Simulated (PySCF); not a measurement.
**Geometry relaxation of C$_{4}$H$_{4}$BFSi**

System: C$_{4}$H$_{4}$BFSi, SMILES FBC#CC#C[SiH3].
Method: PBE0-D3(BJ)/def2-SVP geometry optimisation, gas phase (PySCF 2.14.0).

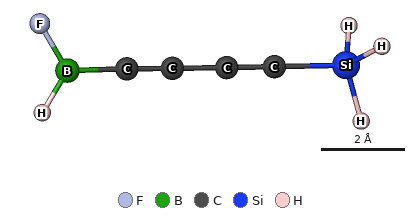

**Figure 1.** The input geometry (ball-and-stick view, seen at a tilt).

Summary:

```csv
quantity,value
outcome,converged
total energy,−568.216639 hartree
dipole moment,1.83 D
point group,C1
hardware,"1 CPU thread, shared host"
wall time,44 s
peak memory,0.49 GiB
```

Input file:
```
{"job": {"xc": "PBE0", "basis": "def2-SVP", "d3": "d3bj", "grid": 1, "shake": 0.01, "kind": "geom"}, "charge": 0, "multiplicity": 1}
F      4.402140    -0.059130     1.534910
B      3.786780     0.300100     0.397560
C      2.284380     0.143340     0.246450
C      1.133720     0.027620     0.110160
C     -0.239670    -0.115540    -0.051160
C     -1.442930    -0.224310    -0.177390
Si    -3.255050    -0.415200    -0.376590
H      4.491020     0.729170    -0.465970
H     -3.618650    -1.772970     0.037840
H     -3.589660    -0.170760    -1.774100
H     -3.913970     0.571770     0.502640
```

The first line tells a small driver script what to run in PySCF; the rest is the geometry in Å.

Run as:
```bash
OMP_NUM_THREADS=1 python <driver script> task.json out
```

Output:
```
step   0  E = -568.20671379  max force = 0.157066
step   1  E = -568.21581807  max force = 0.026301
step   2  E = -568.21624559  max force = 0.005912
step   3  E = -568.21642204  max force = 0.003080
step   4  E = -568.21651490  max force = 0.003544
step   5  E = -568.21657012  max force = 0.001154
step   6  E = -568.21662119  max force = 0.000875
step   7  E = -568.21663415  max force = 0.000779
step   8  E = -568.21663865  max force = 0.000291
optimisation converged
```

Trajectory as extended XYZ (Å, eV, eV/Å), 9 frames, from step=0 to step=8:
```
11
Properties=species:S:1:pos:R:3:forces:R:3 step=0 energy=-15461.69223
F     4.4021   -0.0591    1.5349   -0.5172   0.1917  -0.6176
B     3.7868    0.3001    0.3976    0.5500  -0.3023   0.8527
C     2.2844    0.1433    0.2465    7.0798   0.6814   0.9588
C     1.1337    0.0276    0.1102   -8.0767  -0.8375  -1.0070
C    -0.2397   -0.1155   -0.0512    1.8023   0.2411   0.2434
C    -1.4429   -0.2243   -0.1774   -0.7685  -0.1181  -0.1109
Si   -3.2551   -0.4152   -0.3766    0.3999   0.1979   0.3803
H     4.4910    0.7292   -0.4660    0.0929   0.1456  -0.2983
H    -3.6187   -1.7730    0.0378   -0.1720  -0.4551   0.0786
H    -3.5897   -0.1708   -1.7741   -0.2211   0.0745  -0.6025
H    -3.9140    0.5718    0.5026   -0.1693   0.1809   0.1224
11
Properties=species:S:1:pos:R:3:forces:R:3 step=1 energy=-15461.93997
F     4.3325    0.2626    1.6630    0.1554  -0.1105   0.1669
B     3.8244    0.3573    0.4519   -0.0267   0.3642  -0.0802
C     2.3463    0.0812    0.2495   -1.3138  -0.1747  -0.1556
C     1.1230   -0.0473    0.0934    1.3525   0.1191   0.1339
C    -0.2196   -0.1781   -0.0681   -0.3274  -0.0486  -0.0400
C    -1.4348   -0.2897   -0.2070    0.1319   0.0247   0.0135
Si   -3.2518   -0.4485   -0.4014   -0.0659  -0.0369  -0.0529
H     4.5317    0.7589   -0.4406    0.0344  -0.1463  -0.0301
H    -3.6571   -1.8305   -0.0160    0.0108  -0.0009   0.0094
H    -3.6282   -0.1955   -1.8232    0.0296   0.0028   0.0239
H    -3.9262    0.5440    0.4824    0.0192   0.0071   0.0113
11
Properties=species:S:1:pos:R:3:forces:R:3 step=2 energy=-15461.95160
F     4.3792    0.2652    1.6554   -0.1282   0.0141   0.0560
B     3.8107    0.4029    0.4713    0.1616  -0.1820  -0.1926
C     2.3325    0.0963    0.2663   -0.2722   0.0926   0.1700
C     1.1218   -0.0504    0.1033    0.3040   0.0398   0.0081
C    -0.2233   -0.1924   -0.0658   -0.0669  -0.0237  -0.0165
C    -1.4365   -0.3044   -0.2094    0.0535   0.0086   0.0040
Si   -3.2540   -0.4565   -0.4095   -0.0310  -0.0240  -0.0147
H     4.5140    0.7475   -0.4476   -0.0301   0.0667  -0.0188
H    -3.6653   -1.8365   -0.0237   -0.0001   0.0032   0.0031
H    -3.6191   -0.1991   -1.8317    0.0053   0.0044   0.0008
H    -3.9197    0.5416    0.4752    0.0042   0.0003   0.0007
11
Properties=species:S:1:pos:R:3:forces:R:3 step=3 energy=-15461.95640
F     4.3475    0.2470    1.6583    0.0774   0.0534  -0.0293
B     3.8162    0.3959    0.4573   -0.0479  -0.1584   0.0498
C     2.3291    0.1154    0.2754    0.1084   0.1411   0.0020
C     1.1217   -0.0258    0.1161   -0.1546  -0.0398  -0.0545
C    -0.2244   -0.1738   -0.0558    0.0362  -0.0024   0.0117
C    -1.4356   -0.2949   -0.2041   -0.0018  -0.0033  -0.0052
Si   -3.2515   -0.4638   -0.4129    0.0043  -0.0047   0.0054
H     4.5274    0.7378   -0.4572   -0.0145   0.0169   0.0355
H    -3.6533   -1.8464   -0.0264   -0.0011   0.0013  -0.0037
H    -3.6104   -0.2074   -1.8363   -0.0024  -0.0012  -0.0080
H    -3.9263    0.5303    0.4695   -0.0041  -0.0030  -0.0034
11
Properties=species:S:1:pos:R:3:forces:R:3 step=4 energy=-15461.95893
F     4.3781    0.2424    1.6535   -0.0222  -0.0460  -0.0379
B     3.8186    0.3738    0.4632   -0.0178   0.1078   0.0323
C     2.3234    0.1316    0.2937    0.1822   0.0473   0.0810
C     1.1155   -0.0001    0.1320   -0.1803  -0.0652  -0.0623
C    -0.2295   -0.1513   -0.0457    0.0443   0.0137   0.0132
C    -1.4387   -0.2817   -0.2013   -0.0222  -0.0061  -0.0061
Si   -3.2519   -0.4699   -0.4223    0.0098   0.0087   0.0082
H     4.5140    0.7238   -0.4594    0.0102  -0.0521  -0.0160
H    -3.6429   -1.8556   -0.0366    0.0012  -0.0009  -0.0052
H    -3.6040   -0.2169   -1.8482   -0.0005  -0.0047  -0.0049
H    -3.9424    0.5181    0.4548   -0.0047  -0.0025  -0.0022
11
Properties=species:S:1:pos:R:3:forces:R:3 step=5 energy=-15461.96043
F     4.3824    0.2347    1.6535   -0.0117  -0.0205  -0.0087
B     3.8174    0.3791    0.4680    0.0098   0.0232  -0.0027
C     2.3218    0.1416    0.3028    0.0516   0.0519   0.0593
C     1.1135    0.0067    0.1378   -0.0577  -0.0438  -0.0397
C    -0.2303   -0.1469   -0.0426    0.0150   0.0086   0.0089
C    -1.4390   -0.2797   -0.2012   -0.0148  -0.0016  -0.0030
Si   -3.2511   -0.4716   -0.4267    0.0057   0.0045   0.0024
H     4.5131    0.7148   -0.4596    0.0033  -0.0169  -0.0099
H    -3.6395   -1.8583   -0.0422    0.0003  -0.0016  -0.0033
H    -3.6002   -0.2206   -1.8539    0.0004  -0.0027  -0.0015
H    -3.9478    0.5143    0.4480   -0.0020  -0.0010  -0.0018
11
Properties=species:S:1:pos:R:3:forces:R:3 step=6 energy=-15461.96182
F     4.3971    0.2104    1.6496    0.0055   0.0032   0.0045
B     3.8172    0.3777    0.4750    0.0145  -0.0436  -0.0174
C     2.3155    0.1702    0.3300   -0.0450   0.0383   0.0149
C     1.1072    0.0336    0.1592    0.0352  -0.0232  -0.0118
C    -0.2347   -0.1252   -0.0280   -0.0076   0.0056   0.0053
C    -1.4413   -0.2670   -0.1964   -0.0023   0.0048   0.0036
Si   -3.2492   -0.4766   -0.4391    0.0020   0.0004  -0.0008
H     4.5076    0.6879   -0.4656   -0.0022   0.0144   0.0013
H    -3.6265   -1.8673   -0.0578   -0.0007  -0.0012  -0.0008
H    -3.5862   -0.2314   -1.8703    0.0000  -0.0001   0.0012
H    -3.9664    0.5018    0.4272    0.0005   0.0013   0.0000
11
Properties=species:S:1:pos:R:3:forces:R:3 step=7 energy=-15461.96218
F     4.4104    0.1938    1.6405    0.0032   0.0010  -0.0004
B     3.8179    0.3708    0.4737    0.0097  -0.0308  -0.0150
C     2.3119    0.1840    0.3446   -0.0401   0.0170   0.0018
C     1.1036    0.0480    0.1734    0.0379  -0.0138  -0.0015
C    -0.2380   -0.1117   -0.0156   -0.0098   0.0034   0.0016
C    -1.4434   -0.2574   -0.1891    0.0013   0.0062   0.0073
Si   -3.2484   -0.4773   -0.4436    0.0002  -0.0009  -0.0004
H     4.5010    0.6721   -0.4751   -0.0024   0.0146   0.0014
H    -3.6200   -1.8700   -0.0642   -0.0006   0.0003   0.0010
H    -3.5767   -0.2354   -1.8774   -0.0004   0.0011   0.0025
H    -3.9779    0.4973    0.4167    0.0010   0.0019   0.0016
11
Properties=species:S:1:pos:R:3:forces:R:3 step=8 energy=-15461.96230
F     4.4289    0.1741    1.6191   -0.0023  -0.0065  -0.0107
B     3.8198    0.3598    0.4624    0.0015   0.0008  -0.0062
C     2.3095    0.1925    0.3546   -0.0089  -0.0095  -0.0074
C     1.1007    0.0575    0.1878    0.0150  -0.0011   0.0063
C    -0.2416   -0.1003    0.0013   -0.0031  -0.0007  -0.0038
C    -1.4464   -0.2473   -0.1752    0.0023   0.0054   0.0107
Si   -3.2487   -0.4742   -0.4414   -0.0019  -0.0019   0.0011
H     4.4912    0.6577   -0.4958   -0.0020   0.0075  -0.0014
H    -3.6173   -1.8683   -0.0638   -0.0005   0.0017   0.0037
H    -3.5673   -0.2354   -1.8778   -0.0011   0.0021   0.0038
H    -3.9886    0.4981    0.4125    0.0009   0.0023   0.0039
```

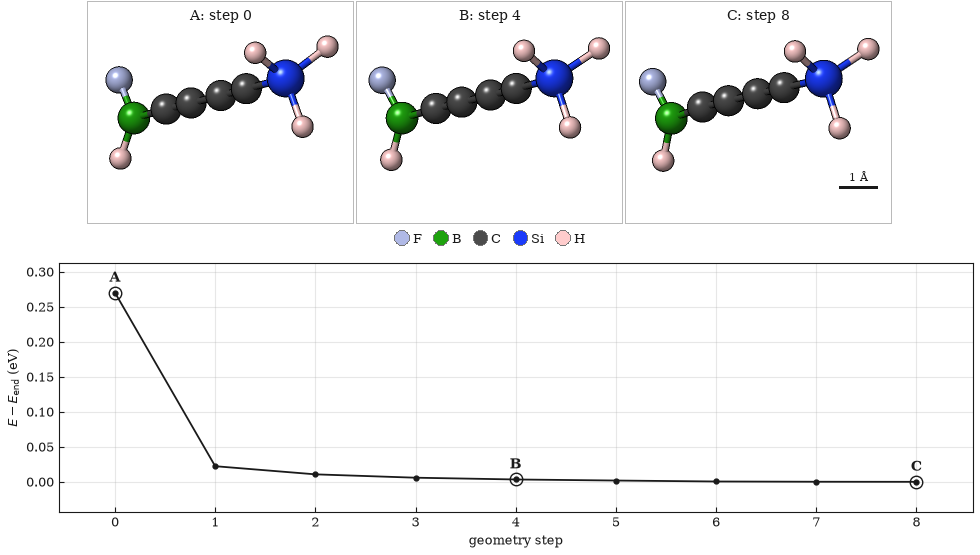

**Figure 2.** Frames of the relaxation (ball-and-stick view, seen at an oblique angle) above the curves, on which the letters mark them (steps are counted from 0).

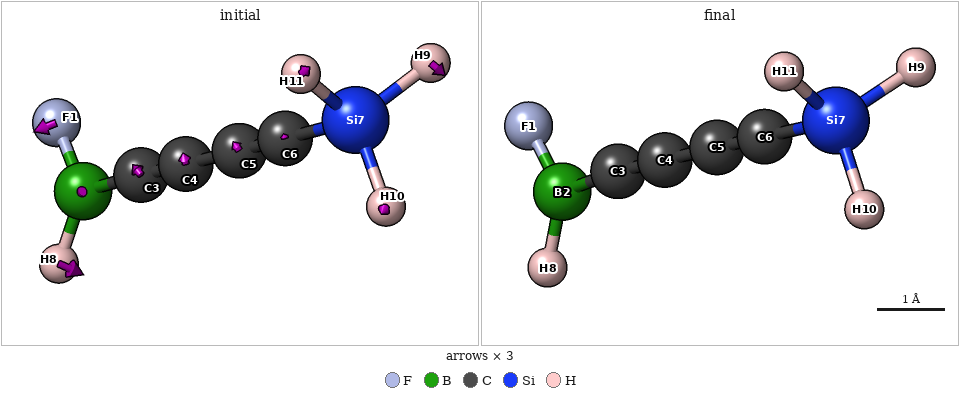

**Figure 3.** Before (left) and after (right) the relaxation, at one scale (ball-and-stick view, seen at an oblique angle). The pink arrows give the displacements, magnified 3 times. The energy falls by 0.270 eV in 8 geometry steps. Largest force component: 8.1 eV/Å at the start, 0.015 eV/Å at the end. H8 moves most after the best rigid fit: 0.15 Å. Largest moves by element: H 0.15 Å, F 0.13 Å, C 0.08 Å, B 0.05 Å, Si 0.01 Å. Among the contacts that change: C3–C4 1.164 → 1.228 Å, Si7–H10 1.458 → 1.491 Å, C4–C5 1.390 → 1.364 Å, Si7–H9 1.465 → 1.491 Å. Among the angles that change: B2–C3–C4 179.0° → 176.2°, F1–B2–H8 116.0° → 118.3°. (Atoms are counted from 1 in the order of the input.)
